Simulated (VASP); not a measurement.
# What a change does: single-point calculation on Cd$_{2}$C

System: Cd$_{2}$C (3 atoms in the cell).
Method of the first run: Kohn-Sham DFT of a periodic cell, PBE, VASP PAW PBE potentials, recommended, no spin polarisation (VASP 6.6.1).

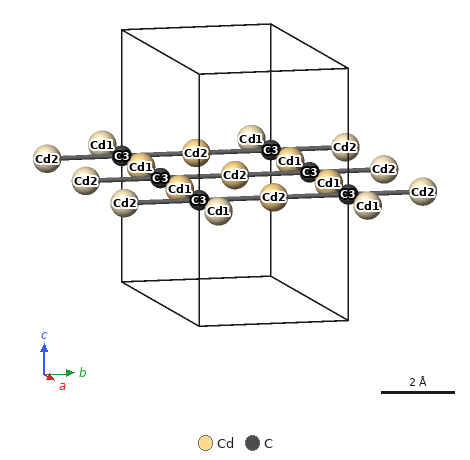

Fig. 1: The input geometry (ball-and-stick view of the 2 × 1 repeat of the cell, with the vacuum cut short, seen slightly off an axis; neighbours outside the cell are drawn fainter; atoms are numbered from 1 in the order of the input). Near neighbours in the crystal (not all of them lie inside the picture): Cd has 2 C at 2.12 Å; C has 4 Cd at 2.12 Å.

### INCAR, the first run
```
  PREC = Accurate
  ENCUT = 520
  EDIFF = 1E-6
  ISMEAR = 0
  SIGMA = 0.1
  LREAL = False
  LASPH = True
  NELM = 100
  ALGO = Fast
  ISIF = 2
  LWAVE = False
  LCHARG = False
  LDIPOL = True
  IDIPOL = 3
  DIPOL = 0.5 0.5 0.294
  GGA = PE
  NBANDS = 21
```

### KPOINTS, the first run
```
Automatic mesh
0
Gamma
  4 4 1
```

### POSCAR, the first run
```
Cd2C
1.0
    4.2305294683      0.0000000000      0.0000000000
    0.0000000000      4.2305294683      0.0000000000
    0.0000000000      0.0000000000     23.8000000000
Cd C
2 1
Direct
    0.5000000000      0.0000000000      0.2941176471
    0.0000000000      0.5000000000      0.2941176471
    0.0000000000      0.0000000000      0.2941176471
```

Command:
```bash
cat potpaw_PBE.64/Cd/POTCAR potpaw_PBE.64/C/POTCAR > POTCAR
mpirun -np 1 vasp_std > vasp.out
```

Hardware: 1 thread of Intel Xeon (Emerald Rapids), 64 GiB of memory available, shared host.

### OSZICAR and lines of OUTCAR (the first run)
```
N       E                     dE             d eps       ncg     rms          rms(c)
DAV:   1     0.219336538318E+03    0.21934E+03   -0.94159E+03   252   0.940E+02
DAV:   2     0.110920665660E+02   -0.20824E+03   -0.19984E+03   348   0.235E+02
DAV:   3    -0.953537114698E+01   -0.20627E+02   -0.20223E+02   352   0.848E+01
DAV:   4    -0.101481238160E+02   -0.61275E+00   -0.61171E+00   257   0.129E+01
DAV:   5    -0.101565584480E+02   -0.84346E-02   -0.84340E-02   297   0.147E+00    0.145E+01
RMM:   6    -0.707018322658E+01    0.30864E+01   -0.88510E+00   272   0.131E+01    0.746E+00
RMM:   7    -0.693331311877E+01    0.13687E+00   -0.49273E-01   266   0.401E+00    0.370E+00
RMM:   8    -0.692211737502E+01    0.11196E-01   -0.10689E-01   275   0.164E+00    0.835E-01
RMM:   9    -0.691616342435E+01    0.59540E-02   -0.11774E-02   293   0.696E-01    0.226E-01
RMM:  10    -0.691594407065E+01    0.21935E-03   -0.92217E-03   294   0.296E-01    0.104E-01
RMM:  11    -0.691638277734E+01   -0.43871E-03   -0.10600E-03   284   0.193E-01    0.564E-02
RMM:  12    -0.691634845272E+01    0.34325E-04   -0.17425E-04   293   0.704E-02    0.276E-02
RMM:  13    -0.691639845229E+01   -0.50000E-04   -0.10638E-04   301   0.386E-02    0.838E-03
RMM:  14    -0.691646115299E+01   -0.62701E-04   -0.18241E-05   259   0.144E-02    0.629E-03
RMM:  15    -0.691651767949E+01   -0.56526E-04   -0.53282E-06   253   0.863E-03    0.318E-03
RMM:  16    -0.691656177238E+01   -0.44093E-04   -0.82791E-06   269   0.771E-03    0.197E-03
RMM:  17    -0.691657798376E+01   -0.16211E-04   -0.92929E-07   194   0.290E-03    0.104E-03
RMM:  18    -0.691658967240E+01   -0.11689E-04   -0.41905E-07   199   0.218E-03    0.513E-04
RMM:  19    -0.691659454787E+01   -0.48755E-05   -0.10156E-07   159   0.119E-03    0.462E-04
RMM:  20    -0.691659766971E+01   -0.31218E-05   -0.75182E-08   155   0.126E-03    0.195E-04
RMM:  21    -0.691659804158E+01   -0.37187E-06   -0.18372E-08   140   0.117E-03
   1 F= -.69165980E+01 E0= -.69164730E+01  d E =-.250127E-03
[... from OUTCAR:]
  free energy    TOTEN  =        -6.91659804 eV
  energy without entropy =       -6.91634792  energy(sigma->0) =       -6.91647298
 E-fermi :  -3.1811     XC(G=0):  -1.9368     alpha+bet : -0.9260
  free  energy   TOTEN  =        -6.9165980416 eV
  energy  without entropy=       -6.9163479150  energy(sigma->0) =       -6.91647298
```

The input of the second run differs as follows (lines with − go, lines with + come):
```diff
-  SIGMA = 0.1
+  SIGMA = 0.02
-Automatic mesh
+regular mesh
-  4 4 1
+  8 8 1
```

What does this change do to the results?

The free energy of the second run is 5.5 meV per atom higher, the joint effect of these numerical settings, which can't be told apart here. The gap on the mesh goes from 0.40 to 0.23 eV. The SCF takes 22 iterations against 21. The irreducible k-points go from 6 to 15. On the same kind of shared host the second run took about 2.4 times as long.

### OSZICAR and lines of OUTCAR (the second run)
```
N       E                     dE             d eps       ncg     rms          rms(c)
DAV:   1     0.222581937388E+03    0.22258E+03   -0.93673E+03   630   0.942E+02
DAV:   2     0.111901366971E+02   -0.21139E+03   -0.20174E+03   827   0.238E+02
DAV:   3    -0.966557195587E+01   -0.20856E+02   -0.20621E+02   864   0.840E+01
DAV:   4    -0.101574740077E+02   -0.49190E+00   -0.49112E+00   693   0.125E+01
DAV:   5    -0.101641088850E+02   -0.66349E-02   -0.66344E-02   747   0.136E+00    0.145E+01
RMM:   6    -0.710932502384E+01    0.30548E+01   -0.83499E+00   703   0.130E+01    0.748E+00
RMM:   7    -0.692476935222E+01    0.18456E+00   -0.54211E-01   665   0.420E+00    0.401E+00
RMM:   8    -0.690274333794E+01    0.22026E-01   -0.87225E-02   705   0.169E+00    0.582E-01
RMM:   9    -0.689903908982E+01    0.37042E-02   -0.11224E-02   755   0.705E-01    0.226E-01
RMM:  10    -0.689929574418E+01   -0.25665E-03   -0.33339E-03   761   0.233E-01    0.922E-02
RMM:  11    -0.689976001192E+01   -0.46427E-03   -0.83032E-04   742   0.176E-01    0.406E-02
RMM:  12    -0.689978434901E+01   -0.24337E-04   -0.12626E-04   746   0.687E-02    0.196E-02
RMM:  13    -0.689985807688E+01   -0.73728E-04   -0.46224E-05   747   0.325E-02    0.105E-02
RMM:  14    -0.689991799675E+01   -0.59920E-04   -0.42764E-05   672   0.179E-02    0.977E-03
RMM:  15    -0.689998860963E+01   -0.70613E-04   -0.12576E-05   685   0.126E-02    0.631E-03
RMM:  16    -0.690002934867E+01   -0.40739E-04   -0.43394E-06   646   0.703E-03    0.638E-03
RMM:  17    -0.690004967936E+01   -0.20331E-04   -0.55139E-06   674   0.842E-03    0.261E-03
RMM:  18    -0.690005903027E+01   -0.93509E-05   -0.47250E-07   555   0.333E-03    0.819E-04
RMM:  19    -0.690006498352E+01   -0.59533E-05   -0.19833E-07   441   0.149E-03    0.431E-04
RMM:  20    -0.690006885574E+01   -0.38722E-05   -0.55687E-08   376   0.867E-04    0.248E-04
RMM:  21    -0.690007036233E+01   -0.15066E-05   -0.38454E-08   356   0.735E-04    0.102E-04
RMM:  22    -0.690007047742E+01   -0.11508E-06   -0.22928E-09   287   0.709E-04
   1 F= -.69000705E+01 E0= -.69000705E+01  d E =-.239556E-11
[... from OUTCAR:]
  free energy    TOTEN  =        -6.90007048 eV
  energy without entropy =       -6.90007048  energy(sigma->0) =       -6.90007048
 E-fermi :  -3.0917     XC(G=0):  -1.9343     alpha+bet : -0.9260
  free  energy   TOTEN  =        -6.9000704774 eV
  energy  without entropy=       -6.9000704774  energy(sigma->0) =       -6.90007048
```

### The two runs side by side

| quantity | the first run | the second run |
| --- | --- | --- |
| outcome | converged | converged |
| free energy per atom (eV) | −2.3055 | −2.3000 |
| gap on the mesh (eV) | 0.40 | 0.23 |
| largest force (eV/Å) | 0.000 | 0.000 |
| SCF iterations | 21 | 22 |
| irreducible k-points | 6 | 15 |
| plane waves at Γ | 11504 | 11504 |

For both runs: Points of doubt noted for this run: truncated coulomb beside dipole correction.
